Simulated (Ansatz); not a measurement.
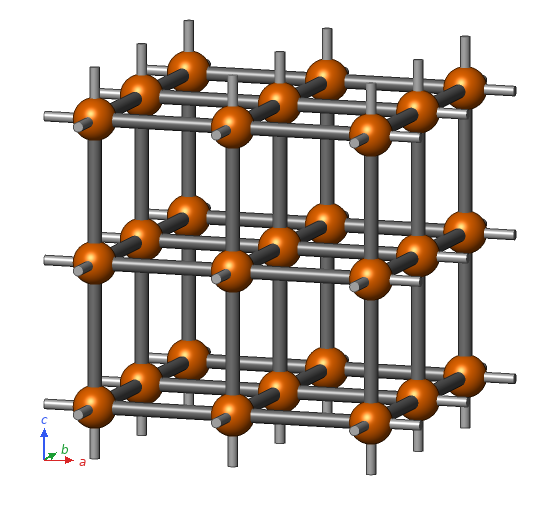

A cut-out of a periodic net derived from a crystal structure. Nodes are coloured by topological kind. Edges to nodes outside the piece are drawn as stubs.

What net is this?

Answer. A uninodal 6-connected, three-periodic net. It is the pcu net, known from NaCl, ReO3 and the B-X framework of perovskite.

Give point symbol and coordination sequence.

Answer. 4^12.6^3, sequence 6, 18, 38, 66, 102, 146.

Where the net comes from. System SrTiO3 (space group Pm-3m, No. 221); source of the atomic positions: the geometry relaxed with DFT, r2SCAN, plane waves, PAW in Ansatz; the starting structure was generated, so it need not be a known form of this composition. Bonds are taken as O–Ti below 2.2 Å; Sr is left out of the net, as the electropositive filling of the structure; no other contact counts. Simplification: prune 0- and 1-connected atoms, fold 2-connected ones into links. Ti is a 6-connected node. O becomes part of the edges.
